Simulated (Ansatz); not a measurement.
```xyz
8

O     0.6176   -1.0099    1.7859
C     0.6657   -0.3547    0.7856
S     2.2102    0.3883    0.2741
Ge   -0.9811   -0.0599   -0.3254
H     1.7308    0.9602   -0.8411
H    -1.9461    0.7845    0.5142
H    -0.6232    0.6721   -1.6290
H    -1.5818   -1.4377   -0.6203
```

Geometry: PBE0-D4/def2-TZVP.

Level of theory: RKS PBE0-D4/def2-TZVPP (Ansatz 0.2.0).

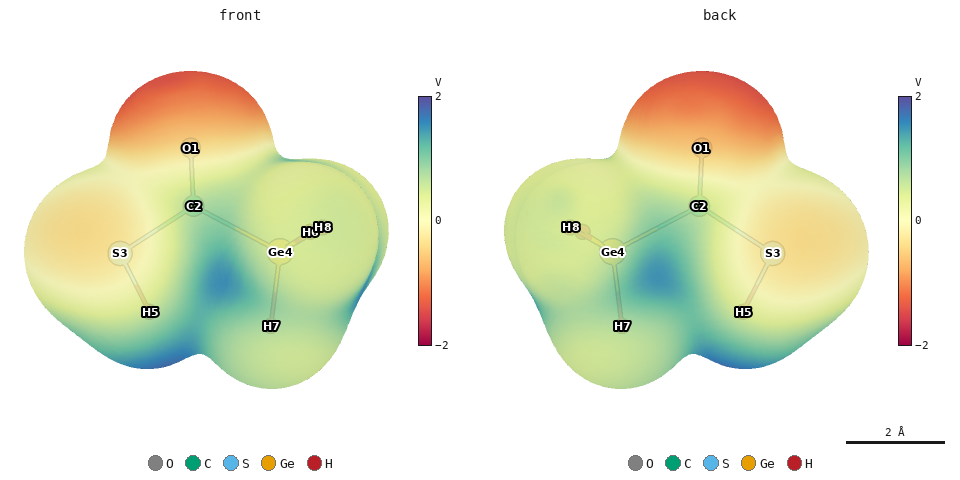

CH₄GeOS (SMILES O=[C](S)[GeH3]). The electrostatic potential painted on the density surface at 0.002 e/bohr³, seen from the front and from behind; red is negative and blue positive.

Describe the electrostatic potential map.

The most negative region (about −1.4 V) lies over O1, the most positive (about +1.7 V) over H5. O1 is the likeliest acceptor of a hydrogen bond.
